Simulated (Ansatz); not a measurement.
# SiO (SMILES O=[Si]) at 6 levels

Wanted: a comparison of 6 runs (B3LYP/STO-3G, BLYP/STO-3G, HSE06/STO-3G, UB3LYP/STO-3G, wB97X/STO-3G, RPA@PBE/STO-3G) of SiO. 

The results are computed with Ansatz 0.2.0.

55 further runs of the same task are left out: 15 that didn't finish, 40 set aside as unsound or not needed.

## 1. The system as given

The species is SiO (2 atoms), meant as a singlet with charge 0. SMILES: `O=[Si]`. The Si2–O1 distance was set to 3.017 Å, away from the relaxed value.

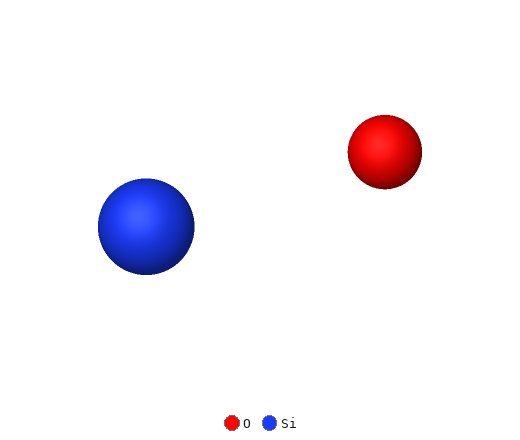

The structure, seen from a chosen angle (oxygen red, silicon blue).

## 2. The energy at B3LYP/STO-3G (run 1)

in.yaml reads:

```yaml
crystal:
  periodic: [false, false, false]
  atoms:
    - {symbol: O, position_ang: [-1.922138, 0.694514, -0.972019]}
    - {symbol: Si, position_ang: [0.640700, -0.231500, 0.324000]}
basis:
  gaussian: {orbitals: STO-3G}
hamiltonian: {xc: {name: B3LYP}}
accuracy: high
```

On the command line:

```
$ ansatz run in.yaml --threads 1 --pin off --max-ram 2610MiB --events-out events.jsonl --progress --plain --runs-dir runs
```

The log of the run:

```text
Warning: RAYON_NUM_THREADS=1 ignored (pool sized by the plan → 1); use --threads N
Functional definition: B3LYP
  name "B3LYP"
  parameter a0 = 0.2
  parameter ax = 0.72
  parameter ac = 0.81
  exchange = (1 - a0 - ax)*slater_x + ax*b88_x + a0*exact_x
  correlation = (1 - ac)*vwn_rpa_c + ac*lyp_c
206 factors; integrals over basis functions are off by at most 1.7e-8 eV
mean field evaluation 1: about -9758.5574 eV, gradient 2.8e1 eV
mean field evaluation 2: about -9588.0885 eV, gradient 2.0e1 eV
mean field evaluation 4: about -9753.7733 eV, gradient 2.9e1 eV
mean field evaluation 8: about -9792.5897 eV, gradient 8.9e-2 eV
mean field evaluation 16: about -9774.8250 eV, gradient 5.6e1 eV
mean field evaluation 32: about -9790.6431 eV, gradient 1.2e-4 eV
mean field evaluation 64: about -9790.3805 eV, gradient 1.9e1 eV
mean field -9792.59008000 eV, -359.8710477839 hartree, gradient 1.5e-8 eV, S^2 0.000000; 6 other end points of the search recorded, 0 dependent functions left out
reference -9792.59010207 eV, -359.8710485952 hartree; 11, 11 occupied and 3, 3 virtual orbitals, 206 factors
Total energy: -9792.59010207 eV, -359.8710485952 hartree
```

Run time: 1.5 s. Hardware: 1 thread of Arm Neoverse V1, shared host.

## 3. A single-point energy at BLYP/STO-3G (run 2)

input.yaml reads:

```yaml
crystal:
  periodic: [false, false, false]
  atoms:
    - {symbol: O, position_ang: [-1.922138, 0.694514, -0.972019]}
    - {symbol: Si, position_ang: [0.640700, -0.231500, 0.324000]}
basis:
  gaussian:
    orbitals: STO-3G
accuracy: high
total_charge: 0
hamiltonian:
  xc: {name: BLYP}
```

On the command line:

```
$ ansatz run input.yaml --threads 1 --pin off --max-ram 2610MiB --events-out events.jsonl --progress --plain --runs-dir runs
```

The log of the run, cut to the lines that bear on the results:

```text
Warning: RAYON_NUM_THREADS=1 ignored (pool sized by the plan → 1); use --threads N
Functional definition: BLYP
  name "BLYP"
[...]
206 factors; integrals over basis functions are off by at most 1.7e-8 eV
[...]
mean field -9793.15875870 eV, -359.8919463410 hartree, gradient 1.1e-8 eV, S^2 0.000000; 12 other end points of the search recorded, 0 dependent functions left out
reference -9793.15878866 eV, -359.8919474417 hartree; 11, 11 occupied and 3, 3 virtual orbitals, 206 factors
Total energy: -9793.15878866 eV, -359.8919474417 hartree
```

Run time: 1.9 s. Hardware: 1 thread of Arm Neoverse V1, shared host.

Runs 3 to 4 aren't shown in full; the table further down has their settings and results.

## 4. A single-point energy at wB97X/STO-3G (run 5)

Edit input.yaml of step 3 so:

```diff
@@ -6,7 +6,4 @@
 basis:
-  gaussian:
-    orbitals: STO-3G
+  gaussian: {orbitals: STO-3G}
+hamiltonian: {xc: {name: wB97X}}
 accuracy: high
-total_charge: 0
-hamiltonian:
-  xc: {name: BLYP}
```

On the command line:

```
$ ansatz run input.yaml --threads 1 --pin off --max-ram 2610MiB --events-out events.jsonl --progress --plain --runs-dir runs
```

The log of the run, cut to the lines that bear on the results:

```text
Warning: RAYON_NUM_THREADS=1 ignored (pool sized by the plan → 1); use --threads N
Functional definition: wB97X
  name "wB97X"
[...]
      + exact_x_lr(omega)
[...]
      + integral(e_c_pw_opposite_spin*poly(b97_u_opposite, 1, cos1, cos2, cos3, cos4))
206 factors; integrals over basis functions are off by at most 1.7e-8 eV
95 factors; integrals over basis functions are off by at most 7.0e-10 eV
[...]
mean field -9791.29024316 eV, -359.8232796611 hartree, gradient 2.2e-8 eV, S^2 0.000000; 2 other end points of the search recorded, 0 dependent functions left out
reference -9791.29024197 eV, -359.8232796174 hartree; 11, 11 occupied and 3, 3 virtual orbitals, 206 factors
Total energy: -9791.29024197 eV, -359.8232796174 hartree
```

Run time: 2.5 s. Hardware: 1 thread of Arm Neoverse V1, shared host; peak memory 0.16 GiB.

## 5. The energy at RPA@PBE/STO-3G (run 6)

Edit input.yaml of step 4 so:

```diff
@@ -6,4 +6,9 @@
 basis:
-  gaussian: {orbitals: STO-3G}
-hamiltonian: {xc: {name: wB97X}}
+  gaussian:
+    orbitals: STO-3G
+hamiltonian:
+  xc: {name: PBE}
+correlation:
+  method: rpa
+  frozen_orbitals: {O: 1, Si: 5}
 accuracy: high
```

On the command line:

```
$ ansatz run input.yaml --threads 1 --pin off --max-ram 2610MiB --events-out events.jsonl --progress --plain --runs-dir runs
```

The log of the run, cut to the lines that bear on the results:

```text
Warning: RAYON_NUM_THREADS=1 ignored (pool sized by the plan → 1); use --threads N
Functional definition: PBE
  name "PBE"
[...]
206 factors; integrals over basis functions are off by at most 1.7e-8 eV
[...]
mean field -9787.84919165 eV, -359.6968233508 hartree, gradient 5.7e-9 eV, S^2 0.000000; 15 other end points of the search recorded, 0 dependent functions left out; unrestricted orbitals would lower it
[...]
unrestricted determinant -9774.27775846 eV, -359.1980823799 hartree, S^2 1.9982
6 core orbitals not correlated: weight in the atoms' cores, before any rotation towards them, 1.000 or more for the frozen orbitals, at most 0.000 for the correlated occupied ones
reference -9762.26362405 eV, -358.7565710841 hartree; 5, 5 occupied and 3, 3 virtual orbitals, 206 factors
Total energy: -9777.86516306 eV, -359.3299170674 hartree
```

Run time: 3 s. Hardware: 1 thread of Arm Neoverse V1, shared host.

## 6. All runs side by side

| run | level | frozen core orbitals | energy (Eh) | wall time |
| --- | --- | --- | --- | --- |
| 1 | B3LYP/STO-3G | – | -359.871049 | 1.5 s |
| 2 | BLYP/STO-3G | – | -359.891947 | 1.9 s |
| 3 | HSE06/STO-3G | – | -359.660642 | 2.6 s |
| 4 | UB3LYP/STO-3G | – | -359.993621 | 5.7 s |
| 5 | wB97X/STO-3G | – | -359.823280 | 2.5 s |
| 6 | RPA@PBE/STO-3G | 6 | -359.329917 | 3 s |

## 7. What came out

| quantity | value |
| --- | --- |
| run 6: total energy | -359.32992 Eh |
| run 6: RPA correlation energy (valence) | -573.3 mEh |

In words: Totals of different functionals can't be ranked against each other. In run 6 the log says that unrestricted orbitals would lower the reference, so the values rest on an unstable closed-shell determinant (other closed-shell runs at this shape may share the fault). In runs 1, 2, 3, 4, 5, 6 the basis is minimal, so the values are rough. In runs 1, 2, 3, 5, 6 a closed-shell determinant meets a far-stretched bond, which it describes badly. Spin contamination of the reference: run 4 ⟨S²⟩ = 1.79. Where it is this large, the reference is a mixture of spin states, and values that rest on it are in doubt. All runs together took 17 s, the longest 5.7 s.
